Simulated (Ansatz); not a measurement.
# H4OSn···HBr: what the fields show

```xyz
8

Sn   -1.0336   -0.5058   -0.3093
Br    3.0881    0.0509    0.0345
H    -0.4711   -0.8152   -1.8749
H    -0.8093   -1.7855    0.7890
H    -2.6119    0.1317   -0.2476
H     1.7131    0.5931    0.1781
O     0.1629    0.9855    0.2811
H    -0.0383    1.3452    1.1490
```

The product side of a reaction path; geometry: PBE0-D4/def2-TZVP; a saddle point, not a minimum; core potentials replace the inner electrons of Sn.

Method: Ansatz 0.2.0, RKS PBE0-D4/def2-TZVPP.

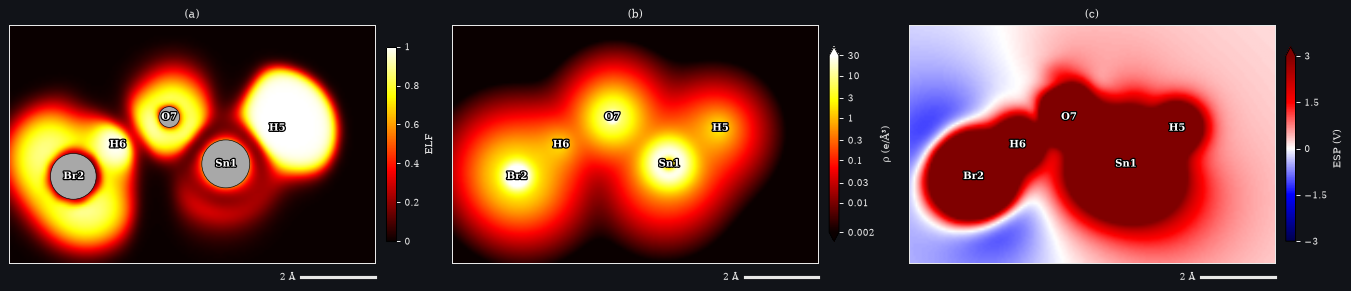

Figure 1. (a) ELF; (b) electron density; (c) molecular electrostatic potential on the plane of atoms H5, Sn1 and O7. Grey discs cover the atomic cores in the ELF map.

Q: Interpret the plot.

A:
- The section cuts through Sn, Br, H and O sites.
- O7···H6 (1.60 Å): the density falls to about 0.42 e/Å³ on the way; the ELF dips to about 0.35 between them.
- Sn–O (2.00 Å): the density is about 0.76 e/Å³ at the midpoint; the ELF peaks at about 0.85 in the valence shell of O, 0.6 Å from its nucleus, and drops to about 0.15 between the two atoms.
- Br–H (1.48 Å): ρ is about 1.5 e/Å³ halfway; the ELF climbs to about 1 towards the hydrogen, as it does in any bond to H.
- Sn–H (1.70 Å): ρ at the midpoint is about 1.2 e/Å³; the ELF climbs to about 1 towards the hydrogen.
- The ELF also peaks beside Br2, away from the bonds: lone-pair regions.
- Outside the dense part of the complex the potential is most negative (−1.1 V) near Br2.

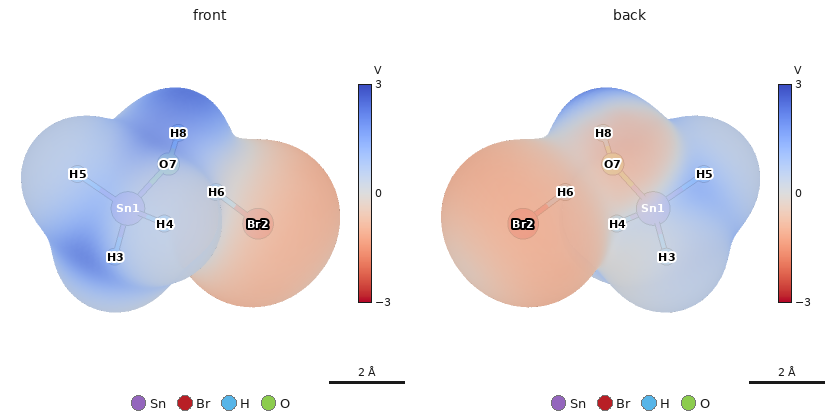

Figure 2. The electrostatic potential painted on the density surface at 0.001 e/bohr³, seen from the front and from behind; the colour scale runs from red (negative) to blue (positive).

Q: Where is the surface potential most negative and most positive?

A: The most negative region (about −1.0 V) lies over Br2, the most positive (about +2.2 V) over H8.

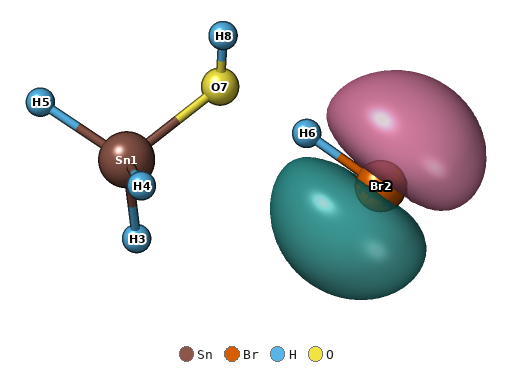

Figure 3. The HOMO−1 at ±0.1 Å⁻³ᐟ² (teal and pink are the two phases), seen across its widest extent.

Q: Describe this orbital and give its energy.

A: Its weight (Hirshfeld) is mainly on Br2 (about 95 %); largely a lone pair of Br2. Its energy is −7.70 eV.

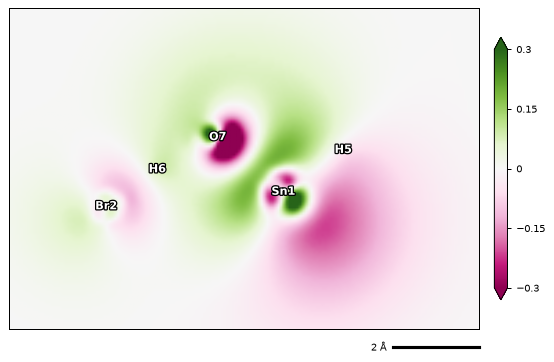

Figure 4. The LUMO on the plane of atoms H5, Sn1 and O7 (values in Å⁻³ᐟ²; the overall sign is arbitrary).

Q: What is the character of this orbital?

A: By Hirshfeld shares it lies mainly on Sn1 (about 60 %), O7 (about 10 %) and H8 (about 10 %). Its energy is −1.14 eV.
